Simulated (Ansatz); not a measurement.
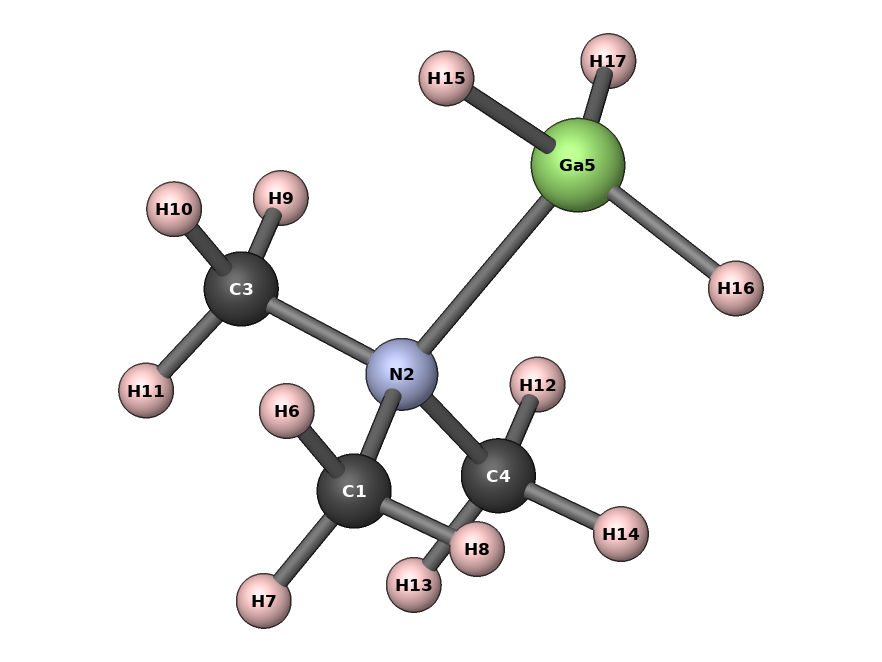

The questions are on Mulliken charges. The geometry was computed by an optimisation with PBE-D4/def2-SVP. No frequency run is at hand to confirm it as a minimum. Properties computed with RKS PBE-D4/def2-SVP (Ansatz 0.2.0).

Give the Mulliken charges atom by atom.

| atom | value (e) |
| --- | --- |
| C1 | 0.08 |
| N2 | −0.42 |
| C3 | 0.08 |
| C4 | 0.08 |
| Ga5 | 0.09 |
| H6 | 0.06 |
| H7 | 0.03 |
| H8 | 0.06 |
| H9 | 0.06 |
| H10 | 0.06 |
| H11 | 0.03 |
| H12 | 0.06 |
| H13 | 0.03 |
| H14 | 0.06 |
| H15 | −0.12 |
| H16 | −0.12 |
| H17 | −0.12 |

Mulliken values depend strongly on the basis set and can even reverse the polarity of a bond.
